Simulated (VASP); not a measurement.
Band structure of Cd₂TeSe (space group P3m1). All values below come from LDA (Ceperley-Alder, Perdew-Zunger), VASP's LDA PAW potentials (set 64) (plane waves; VASP).

Unless said otherwise, spin-orbit coupling is left out, though it shifts the bands of the heavy elements here.

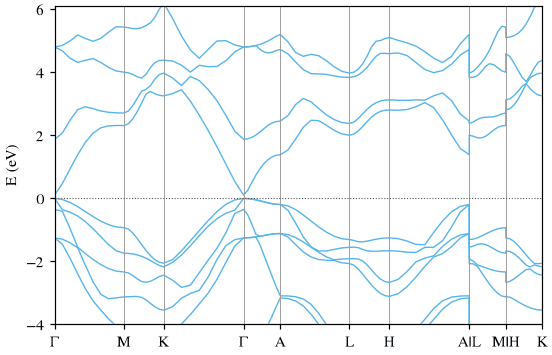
Figure: Bands along high-symmetry lines, zero at the valence-band maximum or, without a gap, the Fermi level

Q: Read the plot: is there a gap, and where are the band edges?

A: The gap is direct, 0.11 eV, from the valence maximum at Γ to the conduction minimum at Γ. (Edges off the drawn lines would not show.)

The structure comes from a computed database's Cd2TeSe entry (P3m1); how it stands against other phases isn't given here. It was relaxed first, which changed the volume by -7 %.
